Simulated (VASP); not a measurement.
Band structure of TaTe (relaxed from the wurtzite structure, space group P6_3mc). Calculation: PBEsol GGA, VASP's PBE PAW potentials (set 64) (plane waves; VASP).

Unless said otherwise, spin-orbit coupling is left out, though it shifts the bands of the heavy elements here.

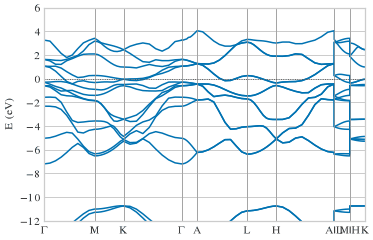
Bands along high-symmetry lines, zero at the valence-band maximum or, without a gap, the Fermi level

Task: Read the plot: is there a gap, and where are the band edges?

Result: It has no gap at this level: it comes out as a metal or semimetal. (Edges off the drawn lines would not show.)

The structure was generated: TaTe was put into the wurtzite type (P6_3mc), which need not be its known phase. It was relaxed first, which changed the volume by -50 %.
